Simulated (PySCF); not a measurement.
# RbBe (doublet): what the fields show

```yaml
atoms:
  - { symbol: Rb, position_ang: [0.0000, 0.0000, -0.3457] }
  - { symbol: Be, position_ang: [0.0000, 0.0000, 3.2573] }
```

Core potentials replace the inner electrons of Rb.

These are results of PBE0/def2-TZVP, non-relativistic Hamiltonian with scalar-relativistic core potentials where named, at a bond length of 3.603 Å (PySCF), not measurements.

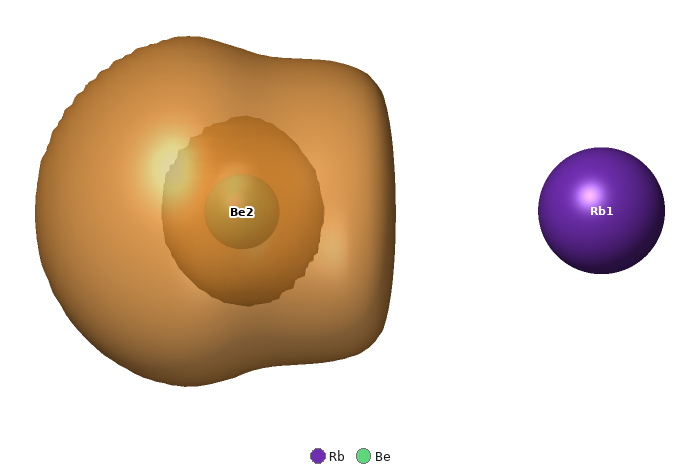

Figure 1. Isosurface of the electron localisation function at 0.85 (orange), seen from one side. Core shells and regions of very low density are left out.

**Where are the electrons localised?**

The ELF exceeds this value in one region wrapped around Be (its valence shell). Along the contacts the grid gives the following. Rb–Be (3.60 Å): the ELF is about 0.20 at the midpoint.

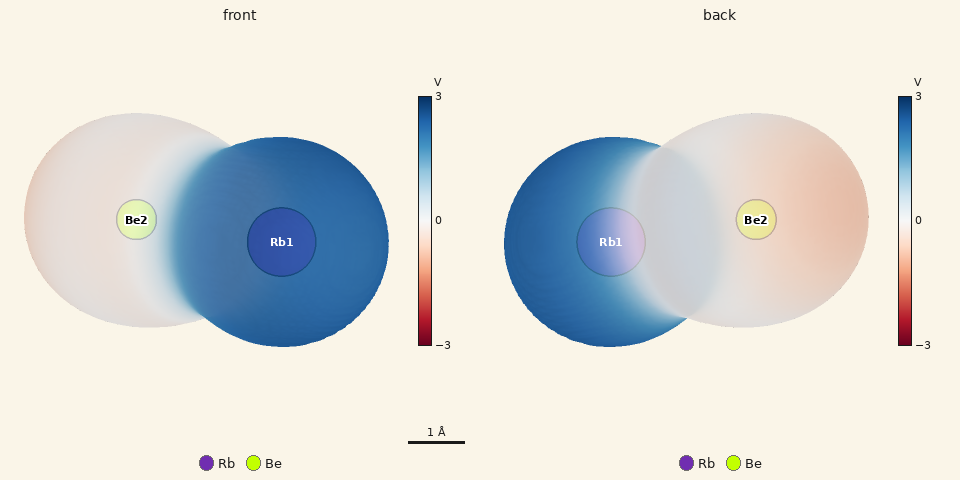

Figure 2. The electrostatic potential painted on the density surface at 0.002 e/bohr³, seen from the front and from behind; the colour scale runs from red (negative) to blue (positive).

**Describe the electrostatic potential map.**

The most negative region (about −0.8 V, or −18 kcal/mol for a unit charge) lies over Be2, the most positive (about +2.5 V, or +58 kcal/mol for a unit charge) over Rb1.

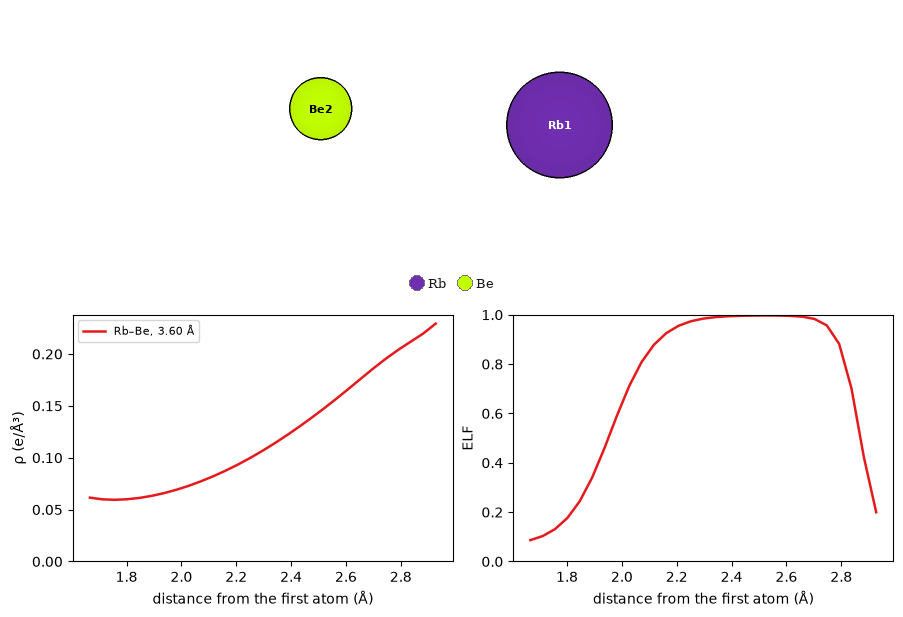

Figure 3. Electron density and electron localisation function along straight lines between neighbouring atoms. The curves leave out the atomic cores. The structure is drawn too.

**What can be read from the curves?**

Rb–Be (3.60 Å): the density is about 0.06 e/Å³ at the midpoint; the ELF is about 0.20 at the midpoint.
